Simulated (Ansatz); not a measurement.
# C2H5FGeO: up Jacob's ladder to CCSD(T), part 1 of 2

How much do the methods differ for C2H5FGeO? The plan is to run it at one geometry with functionals of several rungs and with coupled cluster. The yardstick is the atomisation energy at the CCSD(T) limit.

Program: Ansatz 0.2.0, Gaussian basis. Level of theory: functionals in def2-TZVPP, the program's frozen cores in correlated methods. These are calculated values, not measurements.

Levels to be run: PBE-D4, r2SCAN-D4, PBE0-D4, B3LYP-D4, ωB97X-V, ωB97M-V, B2PLYP; CCSD(T)/def2-TZVPP; MP2/def2-QZVPP; extrapolation to the limit.

**1. The geometry**

All runs share one geometry, relaxed beforehand with PBE0-D4 in a triple-zeta def2 set.

SMILES `F[CH2][GeH]1[CH2][O]1`, 10 atoms, charge 0, spin multiplicity 1.

Atoms are counted from 1 here; the program's logs count them from 0.

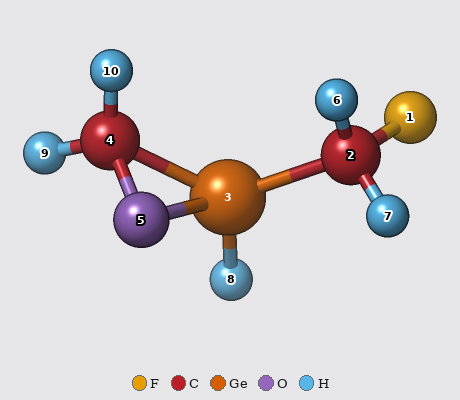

The geometry (fluorine amber, carbon red, germanium orange, oxygen purple, hydrogen blue); atoms are numbered from 1 in the order of the file.

**2. PBE-D4 (GGA)**

Contents of in.yaml:

```yaml
crystal:
  periodic: [false, false, false]
  atoms:
    - {symbol: F, position_ang: [-2.548001, 0.041316, 0.583075]}
    - {symbol: C, position_ang: [-1.337135, 0.710128, 0.575157]}
    - {symbol: Ge, position_ang: [-0.087063, -0.134087, -0.684912]}
    - {symbol: C, position_ang: [1.549593, -0.871774, -0.065169]}
    - {symbol: O, position_ang: [1.599484, 0.517257, -0.380752]}
    - {symbol: H, position_ang: [-0.904434, 0.681414, 1.577858]}
    - {symbol: H, position_ang: [-1.517088, 1.751007, 0.294418]}
    - {symbol: H, position_ang: [-0.467265, -0.119427, -2.165427]}
    - {symbol: H, position_ang: [2.132154, -1.515999, -0.724086]}
    - {symbol: H, position_ang: [1.662956, -1.110935, 0.992839]}
basis:
  gaussian: {orbitals: def2-TZVPP}
hamiltonian: {xc: pbe, dispersion: d4}
output: {forces: true, orbitals: {seedname: orbitals}}
```

Command:

```console
$ ansatz run in.yaml --threads 4 --pin off --events-out ev --progress --plain --max-ram 10444MiB
```

What it wrote (excerpt; [...] marks lines left out):

```text
Functional definition: PBE
  name "PBE"
  cite "Perdew, Burke & Ernzerhof, Phys. Rev. Lett. 77, 3865 (1996) doi:10.1103/PhysRevLett.77.3865"
  parent pbe
[...]
1320 factors; their error is unknown
[...]
mean field -63422.96931740 eV, -2330.7511327820 hartree, gradient 4.8e-5 eV, S^2 0.000000; 0 other end points of the search recorded, 0 dependent functions left out
[...]
reference -63422.96935858 eV, -2330.7511342953 hartree; 33, 33 occupied and 209, 209 virtual orbitals, 1320 factors
Total energy: -63423.15028060 eV, -2330.7577830567 hartree
Atom 0 at    -2.548001     0.041316     0.583075 Å, force    -0.564684    -0.307393     0.002873 eV/Å
Atom 1 at    -1.337135     0.710128     0.575157 Å, force     0.249847     0.180004     0.032563 eV/Å
Atom 2 at    -0.087063    -0.134087    -0.684912 Å, force    -0.575156    -0.234261    -0.163535 eV/Å
Atom 3 at     1.549593    -0.871774    -0.065169 Å, force     0.165704    -0.304102     0.112469 eV/Å
Atom 4 at     1.599484     0.517257    -0.380752 Å, force     0.512161     0.649352    -0.026508 eV/Å
Atom 5 at    -0.904434     0.681414     1.577858 Å, force     0.131763     0.006111     0.218931 eV/Å
Atom 6 at    -1.517088     1.751007     0.294418 Å, force    -0.015639     0.246108    -0.069905 eV/Å
Atom 7 at    -0.467265    -0.119427    -2.165427 Å, force    -0.023681     0.019062    -0.198754 eV/Å
Atom 8 at     2.132154    -1.515999    -0.724086 Å, force     0.115224    -0.173505    -0.150883 eV/Å
Atom 9 at     1.662956    -1.110935     0.992839 Å, force     0.004461    -0.081376     0.242749 eV/Å
Dipole moment:    -0.098434    -0.087030     0.029279 e Å
```

It took 2.7 s on 4 threads of Arm Neoverse V1, shared host; peak memory 0.31 GiB.

With the free atoms at this level, -63385.403 eV in sum, the atomisation energy is 3642.1 kJ/mol. HOMO -6.07 eV, LUMO -1.61 eV.

**3. r2SCAN-D4 (meta-GGA)**

in.yaml: that of step 2 with these lines changed.

```diff
@@ -15,3 +15,3 @@
   gaussian: {orbitals: def2-TZVPP}
-hamiltonian: {xc: pbe, dispersion: d4}
+hamiltonian: {xc: r2scan, dispersion: d4}
 output: {forces: true, orbitals: {seedname: orbitals}}
```

The command is unchanged.

What it wrote (excerpt; [...] marks lines left out):

```text
Functional definition: r2SCAN
  name "r2SCAN"
  cite "Furness, Kaplan, Ning, Perdew & Sun, J. Phys. Chem. Lett. 11, 8208 (2020) doi:10.1021/acs.jpclett.0c02405"
  cite "Furness, Kaplan, Ning, Perdew & Sun, J. Phys. Chem. Lett. 11, 9248 (2020) doi:10.1021/acs.jpclett.0c03077"
  parent r2scan
[...]
1320 factors; their error is unknown
[...]
mean field -63435.41301858 eV, -2331.2084303656 hartree, gradient 3.9e-5 eV, S^2 0.000000; 0 other end points of the search recorded, 0 dependent functions left out
[...]
reference -63435.41302979 eV, -2331.2084307775 hartree; 33, 33 occupied and 209, 209 virtual orbitals, 1320 factors
Total energy: -63435.45710208 eV, -2331.2100504041 hartree
Atom 0 at    -2.548001     0.041316     0.583075 Å, force    -0.287698    -0.160645    -0.006630 eV/Å
Atom 1 at    -1.337135     0.710128     0.575157 Å, force     0.278905     0.201366     0.034964 eV/Å
Atom 2 at    -0.087063    -0.134087    -0.684912 Å, force    -0.214416    -0.113054    -0.098791 eV/Å
Atom 3 at     1.549593    -0.871774    -0.065169 Å, force     0.091261    -0.270625     0.086173 eV/Å
Atom 4 at     1.599484     0.517257    -0.380752 Å, force     0.112531     0.302825    -0.042348 eV/Å
Atom 5 at    -0.904434     0.681414     1.577858 Å, force     0.007955    -0.000314     0.006169 eV/Å
Atom 6 at    -1.517088     1.751007     0.294418 Å, force    -0.007749     0.008069    -0.001207 eV/Å
Atom 7 at    -0.467265    -0.119427    -2.165427 Å, force     0.036038     0.026256     0.026923 eV/Å
Atom 8 at     2.132154    -1.515999    -0.724086 Å, force    -0.004193     0.001358    -0.012845 eV/Å
Atom 9 at     1.662956    -1.110935     0.992839 Å, force    -0.012634     0.004764     0.007593 eV/Å
Dipole moment:    -0.093642    -0.091089     0.027698 e Å
```

It took 5.5 s on 4 threads of Arm Neoverse V1, shared host; peak memory 0.33 GiB.

Atomisation energy: 3557.5 kJ/mol (free atoms -63398.586 eV, run apart). HOMO -6.30 eV, LUMO -1.43 eV.

**4. PBE0-D4 (hybrid)**

in.yaml: that of step 3 with these lines changed.

```diff
@@ -15,3 +15,3 @@
   gaussian: {orbitals: def2-TZVPP}
-hamiltonian: {xc: r2scan, dispersion: d4}
-output: {forces: true, orbitals: {seedname: orbitals}}
+hamiltonian: {xc: pbe0, dispersion: d4}
+output: {orbitals: {seedname: orbitals}}
```

Launched as before.

What it wrote:

```text
Functional definition: PBE0
  name "PBE0"
  cite "Adamo & Barone, J. Chem. Phys. 110, 6158 (1999) doi:10.1063/1.478522"
  cite "Perdew, Burke & Ernzerhof, Phys. Rev. Lett. 77, 3865 (1996) doi:10.1103/PhysRevLett.77.3865"
  parent pbe
  parameter a = 0.25
  parameter kappa = 0.804
  parameter beta = 0.06672455060314922
  exchange = (1 - a)*pbe_x(kappa = kappa, mu = beta*pi^2/3) + a*exact_x
  correlation = pbe_c(beta = beta)
1363 factors; their error is unknown
mean field evaluation 1: about -63415.7297 eV, gradient 6.5e1 eV
mean field evaluation 2: about -63389.8857 eV, gradient 1.3e2 eV
mean field evaluation 4: about -63424.1266 eV, gradient 8.5e0 eV
mean field evaluation 8: about -63424.2515 eV, gradient 1.9e-1 eV
mean field evaluation 16: about -63424.5270 eV, gradient 2.0e-4 eV
mean field -63424.52698279 eV, -2330.8083759292 hartree, gradient 5.6e-5 eV, S^2 0.000000; 0 other end points of the search recorded, 0 dependent functions left out
reference -63424.52701288 eV, -2330.8083770348 hartree; 33, 33 occupied and 209, 209 virtual orbitals, 1363 factors
Total energy: -63424.67917802 eV, -2330.8139690008 hartree
```

It took 3.4 s on 4 threads of Arm Neoverse V1, shared host; peak memory 0.63 GiB.

With the free atoms at this level, -63387.995 eV in sum, the atomisation energy is 3539.5 kJ/mol. HOMO -7.22 eV, LUMO -0.76 eV.

**5. B3LYP-D4 (hybrid)**

B3LYP here takes the VWN-RPA correlation.

in.yaml: that of step 4 with these lines changed.

```diff
@@ -15,3 +15,3 @@
   gaussian: {orbitals: def2-TZVPP}
-hamiltonian: {xc: pbe0, dispersion: d4}
-output: {orbitals: {seedname: orbitals}}
+hamiltonian: {xc: {name: B3LYP}, dispersion: d4}
+output: {forces: true, orbitals: {seedname: orbitals}}
```

Launched as before.

What it wrote (excerpt; [...] marks lines left out):

```text
Functional definition: B3LYP
  name "B3LYP"
  cite "Stephens, Devlin, Chabalowski & Frisch, J. Phys. Chem. 98, 11623 (1994) doi:10.1021/j100096a001"
  cite "Becke, Phys. Rev. A 38, 3098 (1988) doi:10.1103/PhysRevA.38.3098"
  cite "Lee, Yang & Parr, Phys. Rev. B 37, 785 (1988) doi:10.1103/PhysRevB.37.785"
  cite "Vosko, Wilk & Nusair, Can. J. Phys. 58, 1200 (1980) doi:10.1139/p80-159"
[...]
1351 factors; their error is unknown
[...]
mean field -63440.36867084 eV, -2331.3905472269 hartree, gradient 2.9e-5 eV, S^2 0.000000; 0 other end points of the search recorded, 0 dependent functions left out
[...]
reference -63440.36894231 eV, -2331.3905572032 hartree; 33, 33 occupied and 209, 209 virtual orbitals, 1351 factors
Total energy: -63440.66083691 eV, -2331.4012841321 hartree
Atom 0 at    -2.548001     0.041316     0.583075 Å, force    -0.363331    -0.196323     0.005674 eV/Å
Atom 1 at    -1.337135     0.710128     0.575157 Å, force     0.258984     0.342672     0.155736 eV/Å
Atom 2 at    -0.087063    -0.134087    -0.684912 Å, force    -0.337034    -0.112467    -0.234576 eV/Å
Atom 3 at     1.549593    -0.871774    -0.065169 Å, force     0.246782    -0.384162     0.154785 eV/Å
Atom 4 at     1.599484     0.517257    -0.380752 Å, force     0.248112     0.347186    -0.014735 eV/Å
Atom 5 at    -0.904434     0.681414     1.577858 Å, force    -0.032465     0.011341    -0.060944 eV/Å
Atom 6 at    -1.517088     1.751007     0.294418 Å, force     0.009267    -0.060926     0.025943 eV/Å
Atom 7 at    -0.467265    -0.119427    -2.165427 Å, force    -0.000001     0.013896    -0.014669 eV/Å
Atom 8 at     2.132154    -1.515999    -0.724086 Å, force    -0.032439     0.034506     0.056471 eV/Å
Atom 9 at     1.662956    -1.110935     0.992839 Å, force     0.002125     0.004278    -0.073685 eV/Å
Dipole moment:    -0.109898    -0.107304     0.019945 e Å
```

It took 5 s on 4 threads of Arm Neoverse V1, shared host; peak memory 0.68 GiB.

With the free atoms at this level, -63404.198 eV in sum, the atomisation energy is 3518.2 kJ/mol. HOMO -7.03 eV, LUMO -1.03 eV.

**6. ωB97X-V (range-separated)**

in.yaml: that of step 5 with these lines changed.

```diff
@@ -15,3 +15,3 @@
   gaussian: {orbitals: def2-TZVPP}
-hamiltonian: {xc: {name: B3LYP}, dispersion: d4}
-output: {forces: true, orbitals: {seedname: orbitals}}
+hamiltonian: {xc: {name: wB97X-V}}
+output: {orbitals: {seedname: orbitals}}
```

Launched as before.

What it wrote (excerpt; [...] marks lines left out):

```text
Functional definition: wB97X-V
  name "wB97X-V"
  cite "Mardirossian & Head-Gordon, Phys. Chem. Chem. Phys. 16, 9904 (2014) doi:10.1039/C3CP54374A"
  cite "Becke, J. Chem. Phys. 107, 8554 (1997) doi:10.1063/1.475007"
  cite "Vydrov & Van Voorhis, J. Chem. Phys. 133, 244103 (2010) doi:10.1063/1.3521275"
[...]
      + integral(e_c_pw_opposite_spin*poly(b97_u_opposite, cos0, cos1)) + vv10(b, c)
1351 factors; their error is unknown
297 factors; integrals over basis functions are off by at most 7.7e-6 eV
[...]
mean field -63431.60929579 eV, -2331.0686461313 hartree, gradient 4.4e-5 eV, S^2 0.000000; 0 other end points of the search recorded, 0 dependent functions left out
reference -63431.60929393 eV, -2331.0686460630 hartree; 33, 33 occupied and 209, 209 virtual orbitals, 1351 factors
Total energy: -63431.60929393 eV, -2331.0686460630 hartree
```

It took 8.5 s on 4 threads of Arm Neoverse V1, shared host; peak memory 0.77 GiB.

Atomisation energy: 3549.3 kJ/mol (free atoms -63394.823 eV, run apart). HOMO -9.49 eV, LUMO 1.28 eV.

(Continued in part 2 of 2.)
